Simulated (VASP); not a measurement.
Band structure of CsSnI3 (space group Pm-3m). Computed with PBEsol GGA, VASP's PBE PAW potentials (set 64) (plane waves; VASP 6.6.1).

Unless said otherwise, spin-orbit coupling is left out, though it shifts the bands of the heavy elements here.

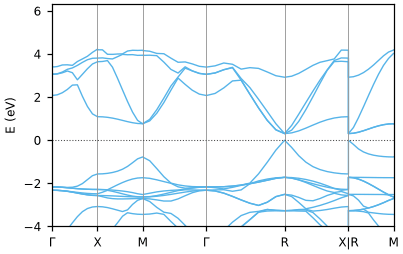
*Bands along high-symmetry lines, zero at the valence-band maximum or, without a gap, the Fermi level*

**Question.** Read the plot: is there a gap, and where are the band edges?

**Answer.** The gap is direct, 0.31 eV, from the valence maximum at R to the conduction minimum at R.

The structure is a typed CsSnI3 crystal. The cell was not relaxed at this level.
